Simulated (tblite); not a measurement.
## Run report: CH8Si3, geometry relaxation (part 1 of 2)

CH8Si3, multiplicity 3, SMILES [SiH3]C[Si][SiH3], computed with GFN2-xTB geometry optimisation, gas phase (tblite 0.8.0).

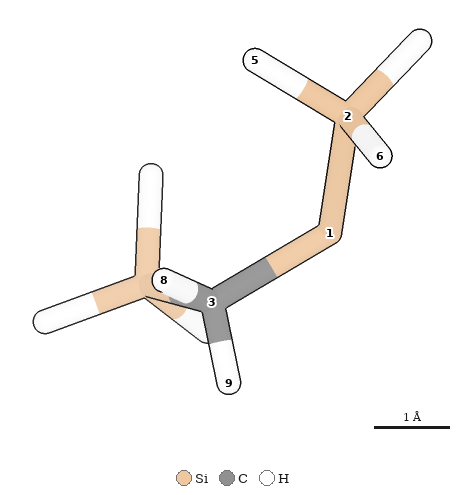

*The input geometry (stick view, seen at a tilt; atoms are numbered from 1 in the order of the input).*

Bond lengths as drawn: C–H 1.08 to 1.11 Å, C–Si 1.84 to 1.88 Å, H–Si 1.46 to 1.50 Å and Si–Si 2.19 Å.

Key numbers:

- outcome: converged
- total energy: −307.0127 eV
- hardware: 1 CPU thread, shared host
- wall time: 3.1 s
- peak memory: 0.18 GiB

Input:
```
{"job": {"kind": "relax", "xc": "GFN2-xTB", "basis": "xTB"}, "charge": 0, "multiplicity": 3}
Si     0.540316     0.199592    -1.130815
Si     2.503729     0.089358    -0.168273
C     -0.794304    -0.766235    -0.312229
Si    -2.147484     0.445006     0.180603
H      2.421838     0.116317     1.307882
H      3.227645    -1.130471    -0.527980
H      3.302978     1.286562    -0.533948
H     -0.474532    -1.323707     0.554217
H     -1.245786    -1.459412    -1.049537
H     -2.708231     0.995482    -1.049419
H     -1.447496     1.586269     0.846571
H     -3.181813    -0.128734     1.029085
```

The first line tells a small driver script what to run in tblite; the rest is the geometry in Å.

Run as:
```bash
OMP_NUM_THREADS=1 python <driver script> task.json out
```

The program's output:
```
step      E/eV     max force
  0    -306.67926    1.918
  1    -306.78918    0.802
  2    -306.83014    0.487
  3    -306.84371    0.349
  4    -306.85848    0.287
  5    -306.87120    0.327
  6    -306.88286    0.310
  7    -306.89233    0.211
  8    -306.89962    0.206
  9    -306.90621    0.208
 10    -306.91190    0.183
 11    -306.91554    0.142
 12    -306.91831    0.145
 13    -306.92113    0.154
 14    -306.92446    0.180
 15    -306.92815    0.171
 16    -306.93162    0.152
 17    -306.93473    0.144
 18    -306.93749    0.141
 19    -306.93957    0.136
 20    -306.94086    0.097
 21    -306.94181    0.082
 22    -306.94290    0.113
 23    -306.94441    0.129
 24    -306.94588    0.097
 25    -306.94670    0.062
 26    -306.94709    0.050
 27    -306.94744    0.049
 28    -306.94793    0.074
 29    -306.94847    0.072
 30    -306.94884    0.039
 31    -306.94901    0.034
 32    -306.94914    0.034
 33    -306.94931    0.045
 34    -306.94951    0.048
 35    -306.94974    0.036
 36    -306.94997    0.056
 37    -306.95021    0.060
 38    -306.95046    0.044
 39    -306.95071    0.050
 40    -306.95098    0.053
 41    -306.95133    0.063
 42    -306.95181    0.080
 43    -306.95232    0.066
 44    -306.95273    0.048
 45    -306.95305    0.049
 46    -306.95341    0.053
 47    -306.95393    0.078
 48    -306.95450    0.068
 49    -306.95489    0.045
 50    -306.95516    0.048
 51    -306.95546    0.056
 52    -306.95593    0.091
 53    -306.95667    0.108
 54    -306.95747    0.084
 55    -306.95800    0.045
 56    -306.95827    0.036
 57    -306.95844    0.035
 58    -306.95859    0.035
 59    -306.95876    0.051
 60    -306.95897    0.035
 61    -306.95926    0.044
 62    -306.95960    0.042
 63    -306.95975    0.032
 64    -306.95991    0.032
 65    -306.96013    0.037
 66    -306.96055    0.065
 67    -306.96130    0.087
 68    -306.96233    0.096
 69    -306.96340    0.080
 70    -306.96419    0.060
 71    -306.96454    0.070
 72    -306.96495    0.087
 73    -306.96538    0.048
 74    -306.96602    0.056
 75    -306.96670    0.068
 76    -306.96722    0.065
 77    -306.96767    0.064
 78    -306.96813    0.056
 79    -306.96863    0.050
 80    -306.96895    0.048
 81    -306.96910    0.030
 82    -306.96924    0.030
 83    -306.96941    0.035
 84    -306.96964    0.046
 85    -306.96988    0.040
 86    -306.97007    0.033
 87    -306.97016    0.030
 88    -306.97023    0.024
 89    -306.97028    0.022
 90    -306.97032    0.013
 91    -306.97035    0.017
 92    -306.97038    0.016
 93    -306.97043    0.022
 94    -306.97048    0.024
 95    -306.97056    0.020
 96    -306.97063    0.022
 97    -306.97069    0.035
 98    -306.97079    0.049
 99    -306.97094    0.058
100    -306.97116    0.053
101    -306.97142    0.044
102    -306.97171    0.045
103    -306.97212    0.077
104    -306.97286    0.122
105    -306.97418    0.156
106    -306.97605    0.145
107    -306.97782    0.104
108    -306.97409    0.241
109    -306.97954    0.087
110    -306.98028    0.089
111    -306.98173    0.093
112    -306.98289    0.112
113    -306.98425    0.099
114    -306.98539    0.061
115    -306.98594    0.070
116    -306.98630    0.065
117    -306.98669    0.061
118    -306.98719    0.061
119    -306.98787    0.073
120    -306.98841    0.061
121    -306.98891    0.054
122    -306.98941    0.044
123    -306.98986    0.048
124    -306.99028    0.052
125    -306.99068    0.046
126    -306.99104    0.043
127    -306.99144    0.045
128    -306.99192    0.053
129    -306.99235    0.055
130    -306.99258    0.036
131    -306.99273    0.028
132    -306.99284    0.030
133    -306.99305    0.042
134    -306.99337    0.053
135    -306.99382    0.054
136    -306.99430    0.063
137    -306.99488    0.079
138    -306.99559    0.098
139    -306.99668    0.098
140    -306.99777    0.099
141    -306.99860    0.089
142    -306.99930    0.081
143    -307.00010    0.068
144    -307.00088    0.066
145    -307.00108    0.067
146    -307.00165    0.047
147    -307.00205    0.047
148    -307.00247    0.050
149    -307.00303    0.088
150    -307.00362    0.089
151    -307.00419    0.065
152    -307.00484    0.074
153    -307.00535    0.072
154    -307.00631    0.072
155    -307.00753    0.081
156    -307.00777    0.081
157    -307.00858    0.067
158    -307.00889    0.045
159    -307.00919    0.034
160    -307.00942    0.041
161    -307.00971    0.041
162    -307.01006    0.039
163    -307.01034    0.035
164    -307.01049    0.036
165    -307.01062    0.041
166    -307.01077    0.033
167    -307.01092    0.028
168    -307.01110    0.035
169    -307.01119    0.031
170    -307.01130    0.027
171    -307.01146    0.028
172    -307.01158    0.035
173    -307.01170    0.047
174    -307.01183    0.032
175    -307.01193    0.025
176    -307.01208    0.020
177    -307.01214    0.021
178    -307.01221    0.022
179    -307.01227    0.027
180    -307.01232    0.026
181    -307.01236    0.019
182    -307.01239    0.012
183    -307.01241    0.012
184    -307.01243    0.013
185    -307.01245    0.011
186    -307.01247    0.009
187    -307.01249    0.010
188    -307.01251    0.018
189    -307.01253    0.019
190    -307.01256    0.014
191    -307.01257    0.012
192    -307.01259    0.011
193    -307.01261    0.017
194    -307.01263    0.024
195    -307.01266    0.019
196    -307.01267    0.007
```

Trajectory as extended XYZ (Å, eV, eV/Å), 26 frames, from step=0 to step=196:
```
12
Properties=species:S:1:pos:R:3:forces:R:3 step=0 energy=-306.67926
Si    0.5403    0.1996   -1.1308    0.0400   0.8680  -1.3670
Si    2.5037    0.0894   -0.1683    1.4390   0.4810   0.7430
C    -0.7943   -0.7662   -0.3122   -1.6390  -0.9640  -0.2480
Si   -2.1475    0.4450    0.1806    0.0760   0.9030   0.2590
H     2.4218    0.1163    1.3079    0.0810  -0.1030  -0.0660
H     3.2276   -1.1305   -0.5280    0.2290  -0.0920   0.0490
H     3.3030    1.2866   -0.5339   -0.1120  -0.3450  -0.0070
H    -0.4745   -1.3237    0.5542    0.2320  -0.2830   0.0910
H    -1.2458   -1.4594   -1.0495    0.2210  -0.0170   0.5370
H    -2.7082    0.9955   -1.0494   -0.1420  -0.0330  -0.0700
H    -1.4475    1.5863    0.8466   -0.3240  -0.3580  -0.0070
H    -3.1818   -0.1287    1.0291   -0.1010  -0.0580   0.0860
12
Properties=species:S:1:pos:R:3:forces:R:3 step=8 energy=-306.89962
Si    0.5610    0.2112   -1.2106    0.0360  -0.1120  -0.0570
Si    2.5588    0.1128   -0.1428    0.1460   0.0230   0.0540
C    -0.8589   -0.7724   -0.3640   -0.1380  -0.0250   0.0650
Si   -2.1747    0.4878    0.1825    0.0260   0.0130   0.0120
H     2.4600    0.0935    1.3335    0.0560   0.0280  -0.1510
H     3.2999   -1.1181   -0.4910    0.0520   0.0960   0.0660
H     3.3605    1.2771   -0.5531   -0.0500  -0.1440   0.0500
H    -0.4488   -1.3147    0.4881    0.0790   0.1240   0.1030
H    -1.2915   -1.5467   -0.9952   -0.0680   0.0960  -0.1500
H    -2.7671    1.0074   -1.0574   -0.0370   0.0150   0.1170
H    -1.4961    1.5790    0.9111   -0.1280  -0.1520  -0.0530
H    -3.2063   -0.1070    1.0450    0.0250   0.0370  -0.0560
12
Properties=species:S:1:pos:R:3:forces:R:3 step=16 energy=-306.93162
Si    0.5977    0.1241   -1.2600    0.0750  -0.0380   0.0960
Si    2.5881    0.0963   -0.1525    0.1180   0.0220   0.0360
C    -0.8801   -0.7576   -0.3778   -0.0090   0.0870  -0.0300
Si   -2.2091    0.4822    0.1801    0.0360   0.0590   0.0250
H     2.5004    0.1141    1.3243   -0.0220   0.0160  -0.1420
H     3.4009   -1.1032   -0.4479   -0.0090   0.0460   0.0260
H     3.3944    1.2595   -0.5569   -0.0930  -0.0840  -0.0020
H    -0.4482   -1.2608    0.4919   -0.1140  -0.0420  -0.0910
H    -1.3295   -1.5203   -1.0161    0.0540  -0.0050   0.0980
H    -2.8328    1.0407   -1.0215   -0.0140   0.0060   0.0130
H    -1.5470    1.5459    0.9435   -0.0080   0.0010  -0.0050
H    -3.2381   -0.1108    1.0391   -0.0130  -0.0690  -0.0240
12
Properties=species:S:1:pos:R:3:forces:R:3 step=24 energy=-306.94588
Si    0.6436    0.0631   -1.2471   -0.0930   0.0070   0.0010
Si    2.6367    0.0744   -0.1619    0.0310   0.0600   0.0290
C    -0.8956   -0.7307   -0.3846    0.0450  -0.0300  -0.0160
Si   -2.2296    0.5005    0.1849    0.0930  -0.0120  -0.0240
H     2.5028    0.1383    1.3026    0.0190  -0.0070  -0.0170
H     3.4844   -1.1047   -0.4157    0.0330   0.0080   0.0190
H     3.3952    1.2572   -0.5902   -0.0190  -0.0620  -0.0160
H    -0.5011   -1.2522    0.4908   -0.0300  -0.0210  -0.0020
H    -1.3428   -1.4975   -1.0198   -0.0080   0.0470   0.0250
H    -2.8780    1.0706   -0.9935   -0.0080   0.0480  -0.0480
H    -1.5739    1.5490    0.9723   -0.0270   0.0030   0.0030
H    -3.2448   -0.1579    1.0083   -0.0360  -0.0410   0.0450
12
Properties=species:S:1:pos:R:3:forces:R:3 step=32 energy=-306.94914
Si    0.6429    0.0606   -1.2358   -0.0290  -0.0130   0.0130
Si    2.6449    0.0713   -0.1638    0.0180   0.0150   0.0110
C    -0.8976   -0.7327   -0.3809   -0.0110   0.0000  -0.0070
Si   -2.2297    0.5035    0.1810    0.0120  -0.0030   0.0120
H     2.5120    0.1433    1.2996    0.0160   0.0170  -0.0020
H     3.5183   -1.0947   -0.3947    0.0010  -0.0130   0.0030
H     3.3962    1.2455   -0.6195   -0.0090  -0.0080  -0.0070
H    -0.5238   -1.2690    0.4948    0.0030   0.0040  -0.0210
H    -1.3568   -1.4846   -1.0236    0.0120   0.0050  -0.0110
H    -2.8777    1.0923   -0.9924    0.0200  -0.0020  -0.0070
H    -1.5949    1.5534    0.9823    0.0000   0.0010   0.0060
H    -3.2369   -0.1788    0.9991   -0.0330  -0.0020   0.0100
12
Properties=species:S:1:pos:R:3:forces:R:3 step=40 energy=-306.95098
Si    0.6417    0.0615   -1.2161   -0.0290  -0.0080   0.0020
Si    2.6528    0.0696   -0.1612    0.0000   0.0120  -0.0010
C    -0.9075   -0.7377   -0.3817    0.0040   0.0190   0.0060
Si   -2.2364    0.4995    0.1920    0.0240   0.0010  -0.0160
H     2.5421    0.1708    1.3015    0.0110   0.0180   0.0190
H     3.5311   -1.0959   -0.3754   -0.0060  -0.0230  -0.0030
H     3.3906    1.2360   -0.6540    0.0100   0.0100  -0.0100
H    -0.5354   -1.2891    0.4851   -0.0190  -0.0150  -0.0170
H    -1.3644   -1.4755   -1.0435    0.0110   0.0190   0.0290
H    -2.8488    1.1012   -0.9953   -0.0130  -0.0110   0.0190
H    -1.6086    1.5522    0.9993   -0.0090  -0.0520   0.0010
H    -3.2603   -0.1825    0.9952    0.0150   0.0300  -0.0310
12
Properties=species:S:1:pos:R:3:forces:R:3 step=48 energy=-306.95450
Si    0.6427    0.0586   -1.1715    0.0410   0.0040   0.0200
Si    2.6746    0.0781   -0.1507   -0.0530  -0.0230  -0.0360
C    -0.9212   -0.7478   -0.3758    0.0060  -0.0070  -0.0320
Si   -2.2424    0.4944    0.1977   -0.0180   0.0130   0.0180
H     2.6289    0.2598    1.3072    0.0040   0.0190   0.0310
H     3.5353   -1.1091   -0.3318   -0.0270   0.0110   0.0000
H     3.3886    1.2130   -0.7397    0.0410   0.0140  -0.0110
H    -0.5771   -1.3491    0.4678   -0.0080   0.0200   0.0280
H    -1.3801   -1.4447   -1.0769   -0.0130  -0.0340  -0.0100
H    -2.8158    1.1219   -0.9959    0.0080   0.0180   0.0260
H    -1.6262    1.5057    1.0622    0.0130  -0.0150  -0.0180
H    -3.3103   -0.1707    0.9535    0.0040  -0.0190  -0.0160
12
Properties=species:S:1:pos:R:3:forces:R:3 step=56 energy=-306.95827
Si    0.6398    0.0582   -1.1390    0.0110   0.0020   0.0100
Si    2.6801    0.1019   -0.1395   -0.0060  -0.0060  -0.0100
C    -0.9381   -0.7623   -0.3827    0.0110  -0.0030  -0.0030
Si   -2.2501    0.4854    0.1994   -0.0150   0.0110  -0.0060
H     2.7048    0.3497    1.3130   -0.0110   0.0150  -0.0240
H     3.4983   -1.1163   -0.2993   -0.0070  -0.0220   0.0160
H     3.4197    1.1818   -0.8029   -0.0170  -0.0010   0.0080
H    -0.6195   -1.3710    0.4659    0.0350  -0.0020  -0.0070
H    -1.3884   -1.4507   -1.0987    0.0000  -0.0010   0.0060
H    -2.7905    1.1694   -0.9769    0.0040   0.0200   0.0040
H    -1.6126    1.4505    1.1002   -0.0170  -0.0120   0.0040
H    -3.3467   -0.1866    0.9066    0.0130  -0.0020   0.0020
12
Properties=species:S:1:pos:R:3:forces:R:3 step=64 energy=-306.95991
Si    0.6373    0.0648   -1.1318    0.0060   0.0000  -0.0140
Si    2.6814    0.1028   -0.1402   -0.0150   0.0160   0.0020
C    -0.9398   -0.7670   -0.3865    0.0120   0.0070  -0.0070
Si   -2.2532    0.4807    0.1963    0.0030   0.0050   0.0190
H     2.7249    0.4001    1.3026   -0.0180  -0.0100  -0.0070
H     3.4763   -1.1350   -0.2700   -0.0040   0.0080   0.0150
H     3.4225    1.1670   -0.8270   -0.0040  -0.0270  -0.0160
H    -0.6141   -1.3771    0.4590   -0.0020   0.0140   0.0000
H    -1.3886   -1.4565   -1.1026    0.0130   0.0110  -0.0030
H    -2.7750    1.2059   -0.9651    0.0100  -0.0250   0.0130
H    -1.6198    1.4226    1.1231   -0.0010   0.0010   0.0160
H    -3.3552   -0.1983    0.8883   -0.0010   0.0000  -0.0190
12
Properties=species:S:1:pos:R:3:forces:R:3 step=72 energy=-306.96495
Si    0.6382    0.0808   -1.1398    0.0140   0.0240  -0.0150
Si    2.6722    0.1224   -0.1373    0.0770   0.0390  -0.0100
C    -0.9340   -0.7603   -0.4084   -0.0500  -0.0180   0.0440
Si   -2.2515    0.4625    0.2190   -0.0410  -0.0170  -0.0110
H     2.7968    0.6206    1.2473   -0.0510  -0.0010  -0.0310
H     3.3841   -1.1711   -0.0857   -0.0090   0.0110  -0.0040
H     3.4471    1.0271   -0.9982    0.0080  -0.0440   0.0300
H    -0.6074   -1.3813    0.4295    0.0090  -0.0110  -0.0270
H    -1.3773   -1.4414   -1.1370   -0.0090   0.0410   0.0260
H    -2.6898    1.3219   -0.8830    0.0210  -0.0180  -0.0100
H    -1.6673    1.2829    1.2827    0.0210  -0.0020   0.0090
H    -3.4143   -0.2540    0.7569    0.0110  -0.0030  -0.0010
```
